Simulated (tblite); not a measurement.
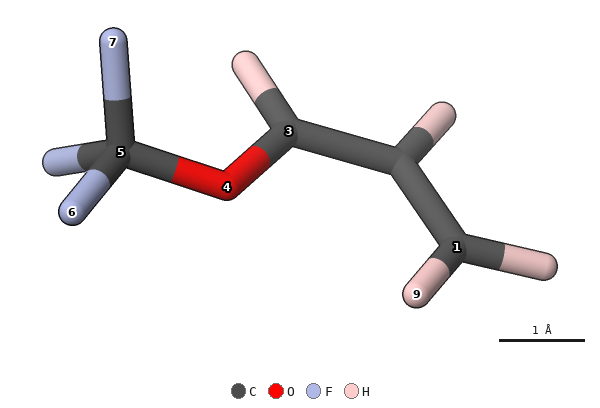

**Figure 1.** The input geometry (stick view, seen at a tilt; atoms are numbered from 1 in the order of the input). Bond lengths as drawn: C–C 1.37 to 1.38 Å, C–F 1.33 to 1.35 Å, C–H 1.07 to 1.08 Å and C–O 1.32 to 1.40 Å.

C4H4F3O: frequency calculation

System: C4H4F3O, multiplicity 2.
Method: GFN2-xTB harmonic vibrations, gas phase (tblite 0.8.0).

It belongs to a series of runs on one base structure; here: X = H replaced by OCF3.

What the program printed:
```
mode    cm-1     km/mol
  1      32.3      0.34
  2      82.0      1.10
  3     131.1      0.47
  4     219.0      2.98
  5     297.0      0.57
  6     387.5      6.65
  7     393.2      0.02
  8     497.5     28.10
  9     526.5      9.99
 10     553.3     22.77
 11     573.2      4.82
 12     627.3      7.46
 13     632.5     17.82
 14     789.4     20.51
 15     859.1     70.29
 16     937.9      5.95
 17    1005.2     15.82
 18    1010.0    464.47
 19    1037.6     19.53
 20    1117.9    348.94
 21    1204.2    104.75
 22    1224.0    864.55
 23    1260.8     18.82
 24    1338.0     15.86
 25    1439.4     49.29
 26    1482.3      9.63
 27    3079.4      9.25
 28    3109.2     11.00
 29    3131.4      2.17
 30    3172.2     16.28
```

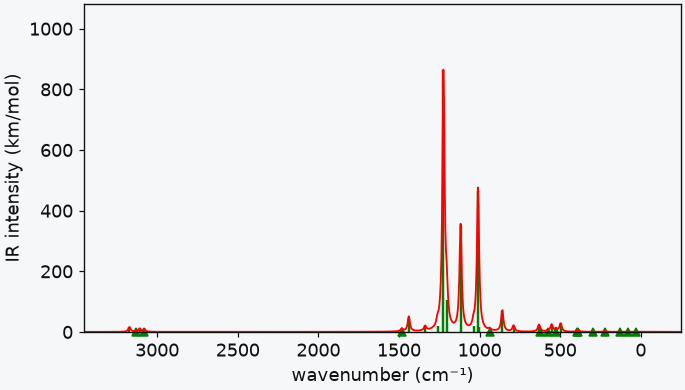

**Figure 2.** Harmonic infrared spectrum, unscaled: sticks (degenerate modes added up, dark ones marked on the axis) with a Lorentzian envelope of 16 cm⁻¹ full width, scaled to the tallest stick. 30 modes from 32 to 3172 cm⁻¹, none imaginary. The strongest line is at 1224 cm⁻¹ (865 km/mol).

The run was set up as follows.

Input file:
```
{"job": {"kind": "ir", "xc": "GFN2-xTB", "basis": "xTB"}, "charge": 0, "multiplicity": 2}
C      2.194987    -0.506435    -0.068982
C      1.438274     0.621398     0.091375
C      0.062395     0.660981     0.094359
O     -0.666661    -0.519079    -0.076968
C     -1.979362    -0.398366    -0.065353
F     -2.538681    -1.586654    -0.245543
F     -2.464780     0.098639     1.087019
F     -2.455039     0.414548    -1.026242
H      1.728525    -1.464299    -0.207979
H      3.267585    -0.461133    -0.059822
H      1.925307     1.576215     0.229663
H     -0.511352     1.563498     0.222444
```

The first line tells a small driver script what to run in tblite; the rest is the geometry in Å.

Launched with:
```bash
OMP_NUM_THREADS=1 python <driver script> task.json out
```

Summary:

```json
{"quantity": "outcome", "value": "converged"}
{"quantity": "total energy", "value": "−783.7537 eV"}
{"quantity": "zero-point energy", "value": "45.9610 kcal/mol"}
{"quantity": "hardware", "value": "1 CPU thread, shared host"}
{"quantity": "peak memory", "value": "0.18 GiB"}
```
